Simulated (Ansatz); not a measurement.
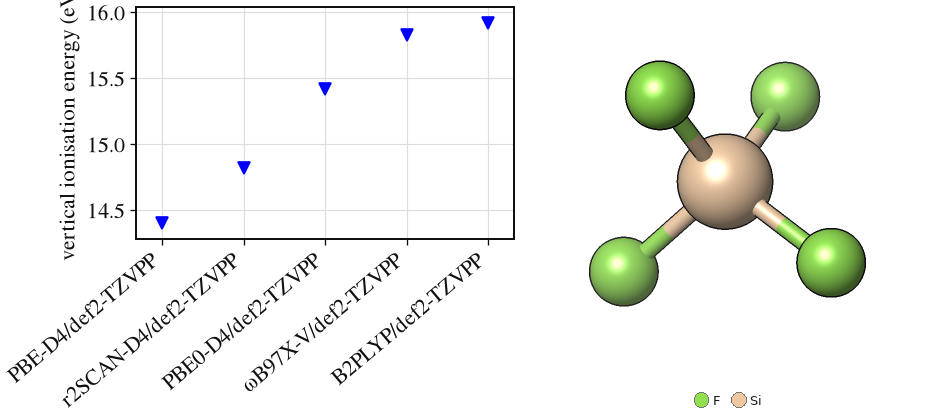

Vertical ionisation energy of SiF₄, SMILES F[Si](F)(F)F, taken as the energy of the cation less that of the neutral at fixed geometry (unrestricted doublet cation, cores frozen in correlated methods, no spin-orbit coupling), the Ansatz code 0.2.0, at a PBE0-D4/def2-TZVP geometry (a minimum by its frequencies).

### What range do the values span?

From 14.40 eV (PBE-D4/def2-TZVPP) to 15.92 eV (B2PLYP/def2-TZVPP).

### Give the values.

| level | eV |
| --- | --- |
| PBE-D4/def2-TZVPP | 14.40 |
| r2SCAN-D4/def2-TZVPP | 14.82 |
| PBE0-D4/def2-TZVPP | 15.42 |
| ωB97X-V/def2-TZVPP | 15.82 |
| B2PLYP/def2-TZVPP | 15.92 |
